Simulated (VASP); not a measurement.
Band structure of PbO (litharge). Level of theory: PBE GGA, VASP's PBE PAW potentials (set 64) (plane waves; VASP).

Without a dispersion term in the relaxation, distances and binding between the weakly bound layers, chains or molecules are unreliable, and so is what depends on them. Unless said otherwise, spin-orbit coupling is left out, though it shifts the bands of the heavy elements here.

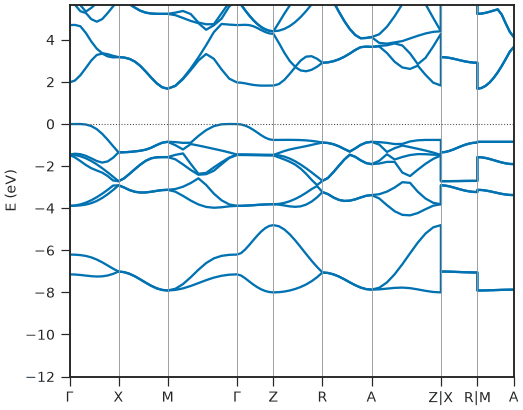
*Bands along high-symmetry lines, zero at the valence-band maximum or, without a gap, the Fermi level*

Read the plot: is there a gap, and where are the band edges?

The gap is indirect, 1.68 eV, from the valence maximum at M-Γ at 0.89 to the conduction minimum at M. (Edges off the drawn lines would not show.)

The compound is PbO in the litharge structure. It was relaxed first, which changed the volume by +13 %.
